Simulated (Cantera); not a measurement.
Charge: 1 mol Pb, 3 mol O₂, a varied amount of H₂, at 1175 K and 180 Pa.

Equilibrium computed with Cantera from the NASA thermochemical tables; the gas is ideal and each condensed phase is pure. Candidate condensed phases: H₂O, Pb, PbO, PbO₂, Pb₃O₄; 12 gas species. Rates play no part.

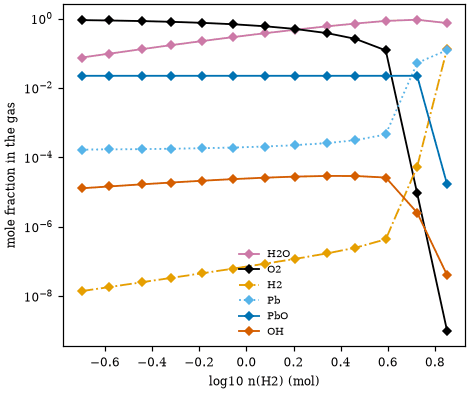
*Equilibrium gas composition (values under 1e-9 drawn at 1e-9)*

**Question.** Read off the mole fractions at 0.88 mol H₂.

**Answer.** O₂ about 0.68, H₂O about 0.29, PbO about 0.022, Pb about 0.00019, OH about 2.4e-5, H₂ about 6.2e-8.
